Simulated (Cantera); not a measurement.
A closed system holds: 1 mol SiH2Cl2, 0.0038 mol C3H8, 160 mol H2, equilibrated at 0.120 bar.

Equilibrium computed with Cantera from the NASA thermochemical tables; the gas is ideal and each condensed phase is pure. Candidate condensed phases: C, C6H6, C7H8, C8H18, Si, SiC; 109 gas species. Mutual solubility and eutectic melting of coexisting phases are not modelled. The tables' values for SiCl are old estimates; treat these amounts as uncertain. Gases not in the tables: Si2H6 and higher silanes. Equilibrium is a limit: real reactors are often held back by kinetics, nucleation or transport.

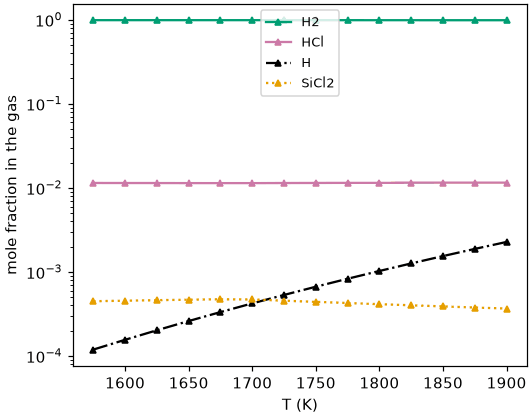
Fig. 1. Equilibrium gas composition (values under 1e-9 drawn at 1e-9)

From 1575 K to 1675 K the condensed part is Si(s) + SiC(s). From 1700 K to 1900 K the condensed part is Si(l) + SiC(s). The main Si-bearing gas is SiCl2 throughout. The share of Si in condensed phases is highest at 1575 K (92.6 %) and lowest at 1900 K (90.5 %).
